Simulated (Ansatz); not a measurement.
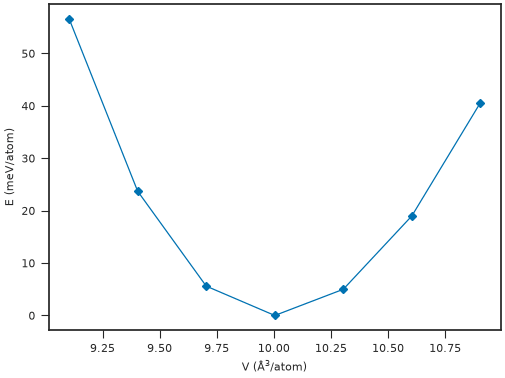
*GaO2 in space group Fddd (No. 70; Ga on 16f, O on 16g, O on 16d) under volume change, DFT-r²SCAN in the program Ansatz with PAW potentials, shape and atoms relaxed at each volume.*

Question: What does a third-order Birch–Murnaghan fit give for V₀, B₀ and B′?

Answer: V₀ = 10.00 Å³/atom, B₀ = 188 GPa, B′ = 4.5.

The first step of the workflow began from a Materials Project structure, measured or hypothetical; the Crystallography Open Database copy checked does not list it. Its standing as an ambient phase is unchecked. Symmetry was held in the r²SCAN relaxation; whether a distortion lowers the energy is not shown. Spin order of the final state: ferromagnetic, chosen from 2 collinear starts compared on coarse meshes (ties went to the first, and starts can fall back to one state), not a proven ground state. Other orbital occupations within this spin state were not tried. No Hubbard U is applied.

Potentials: the later of the program's two PAW sets.
